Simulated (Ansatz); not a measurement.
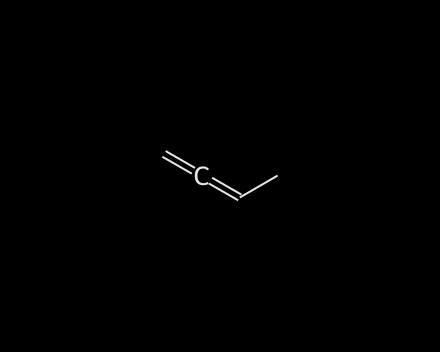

(Drawn from a calculation with Ansatz.)

2D structure.

**Transcribe the drawing into SMILES.**

C=C=CC

**Give the formula, hydrogens included.**

C4H6.

**An optimisation with PBE-D4/def2-SVP gave a structure of which point group?**

Cs.
